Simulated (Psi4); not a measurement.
**HBS (hydrogen boron sulfide): B3LYP/cc-pVTZ (sweep point 3)**

Aim: the vertical ionisation energy of HBS (hydrogen boron sulfide) at B3LYP/cc-pVTZ (sweep point 3), from 2 runs. 

The calculation is run with Psi4 1.11.

## Step 1: The molecule

The species is HBS (3 atoms), meant as a singlet with charge 0. SMILES: `B=S`. The shape is that of a GFN2-xTB optimisation.

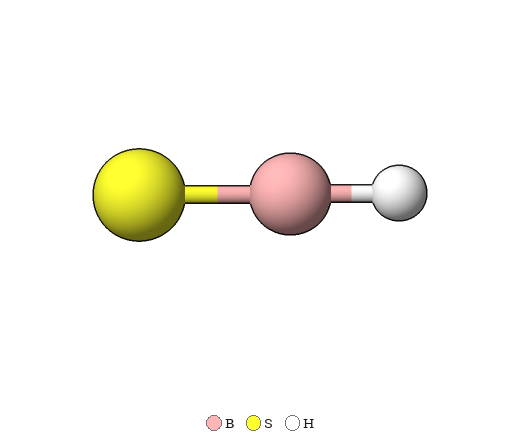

The structure, seen from a chosen angle (boron pink, sulfur yellow, hydrogen white).

## Step 2: The energy at B3LYP/cc-pVTZ (sweep point 3)

Contents of bhs.inp:

```
memory 1.6 GB

molecule {
  0 1
  B     -0.07753546    -0.03042459     0.26936156
  S      0.74704653     0.27686377    -2.60717955
  H     -0.66952997    -0.24643918     2.33779909
  units au
  symmetry c1
}

set globals {
  puream               true
  scf_type             pk
  dft_radial_points    99
  dft_spherical_points 590
}

result, w = energy("b3lyp/cc-pVTZ", return_wfn=True)
print_variables()
```

Launch:

```bash
psi4 -i bhs.inp -o bhs.out -n 1
```

bhs.out:

```text
[...]
  Running in c1 symmetry.
[...]
  Nuclear repulsion =   32.001458650021128
[...]
  Multiplicity = 1
[...]
  Nalpha       = 11
  Nbeta        = 11
[...]
    Number of basis functions: 78
[...]
   @RKS iter   1:  -423.59493249293166   -3.10599e-01   5.49686e-03 ADIIS/DIIS
[...]
   @RKS iter   7:  -423.69796281426153   -1.30656e-07   4.43279e-07 DIIS
[...]
    Orbital Energies [Eh]
    ---------------------
    Doubly Occupied:
       1A    -88.886604     2A     -7.941803     3A     -6.805739
       4A     -5.901855     5A     -5.901854     6A     -5.901809
       7A     -0.734693     8A     -0.491071     9A     -0.386265
      10A     -0.304271    11A     -0.304271
[...]
  @RKS Final Energy:  -423.69796281426153
   => Energetics <=
    Nuclear Repulsion Energy =             32.0014586500211280
    One-Electron Energy =                -646.9902073803815483
    Two-Electron Energy =                 215.5485634200802565
    DFT Exchange-Correlation Energy =     -24.2577775039814156
    Empirical Dispersion Energy =           0.0000000000000000
    VV10 Nonlocal Energy =                  0.0000000000000000
    Total Energy =                       -423.6979628142615297
[...]
 Multipole Moments:
 ------------------------------------------------------------------------------------
     Multipole            Electronic (a.u.)      Nuclear  (a.u.)        Total (a.u.)
 ------------------------------------------------------------------------------------
 L = 1.  Multiply by 2.5417464519 to convert [e a0] to [Debye]
 Dipole X            :          0.4931039           -1.0368395           -0.5437356
 Dipole Y            :          0.0490711           -0.1057839           -0.0567128
 Dipole Z            :         -0.0000000            0.0000000           -0.0000000
 Magnitude           :                                                    0.5466852
[...]
```

It took 7.8 s on 1 thread of AMD EPYC 7R43 (Zen 3), shared host; peak memory 0.84 GiB.

## Step 3: The doublet cation, same level

Contents of bhs.inp:

```
memory 1600 mb

molecule {
  1 2
  B     -0.07753546    -0.03042459     0.26936156
  S      0.74704653     0.27686377    -2.60717955
  H     -0.66952997    -0.24643918     2.33779909
  units bohr
  symmetry c1
}

set {
  reference uks
  puream true
  scf_type pk
  dft_radial_points 99
  dft_spherical_points 590
  maxiter 150
}

e = energy("b3lyp/cc-pVTZ")
```

Launch:

```bash
psi4 -i bhs.inp -o bhs.out -n 1
```

bhs.out:

```text
[...]
  Running in c1 symmetry.
[...]
  Nuclear repulsion =   32.001458650021128
[...]
  Multiplicity = 2
[...]
  Nalpha       = 11
  Nbeta        = 10
[...]
    Number of basis functions: 78
[...]
   @UKS iter   1:  -423.24197796913887    4.23557e-02   3.53968e-03 ADIIS/DIIS
[...]
   @UKS iter   8:  -423.28659047818178   -5.13176e-08   5.12384e-07 DIIS
[...]
   @S^2 Observed:                7.533033711E-01
[...]
    Orbital Energies [Eh]
    ---------------------
    Alpha Occupied:
       1A    -89.244033     2A     -8.295417     3A     -7.125271
       4A     -6.266851     5A     -6.252459     6A     -6.250783
       7A     -1.084083     8A     -0.761913     9A     -0.692348
      10A     -0.653319    11A     -0.613971
    Alpha Virtual:
      12A     -0.341147    13A     -0.322629    14A     -0.179884
      15A     -0.124241    16A     -0.063761    17A     -0.054537
      18A     -0.045080    19A     -0.030509    20A      0.005072
      21A      0.006622    22A      0.065650    23A      0.081405
      24A      0.108546    25A      0.126725    26A      0.140804
[...]
  @UKS Final Energy:  -423.28659047818178
   => Energetics <=
    Nuclear Repulsion Energy =             32.0014586500211280
    One-Electron Energy =                -639.7219530244676662
    Two-Electron Energy =                 208.4653117700074461
    DFT Exchange-Correlation Energy =     -24.0314078737426797
    Empirical Dispersion Energy =           0.0000000000000000
    VV10 Nonlocal Energy =                  0.0000000000000000
    Total Energy =                       -423.2865904781817221
[...]
 Multipole Moments:
 ------------------------------------------------------------------------------------
     Multipole            Electronic (a.u.)      Nuclear  (a.u.)        Total (a.u.)
 ------------------------------------------------------------------------------------
 L = 1.  Multiply by 2.5417464519 to convert [e a0] to [Debye]
 Dipole X            :          0.1784797           -1.0368395           -0.8583598
 Dipole Y            :          0.0156471           -0.1057839           -0.0901367
 Dipole Z            :          0.0000000            0.0000000            0.0000000
 Magnitude           :                                                    0.8630795
[...]
```

It took 11 s on 1 thread of AMD EPYC 7R43 (Zen 3), shared host; peak memory 0.84 GiB.

## Step 4: What came out

Level: B3LYP/cc-pVTZ (sweep point 3).

```
                                          quantity          value
                         singlet HBS: total energy  -423.69796 Eh
                        singlet HBS: dipole moment         1.39 D
                          singlet HBS: HOMO energy       -8.28 eV
                          singlet HBS: LUMO energy       -1.35 eV
                        singlet HBS: HOMO–LUMO gap        6.93 eV
                      doublet cation: total energy  -423.28659 Eh
doublet cation: HOMO energy (highest over α and β)      -16.40 eV
 doublet cation: LUMO energy (lowest over α and β)      -14.14 eV
                              doublet cation: ⟨S²⟩          0.753
vertical ionisation energy (to the doublet cation)      11.194 eV
```

In words: Removing an electron at fixed nuclei costs 11.19 eV (1080 kJ/mol). −ε(HOMO) before ionisation, 8.28 eV, is 2.91 eV below this ionisation energy.
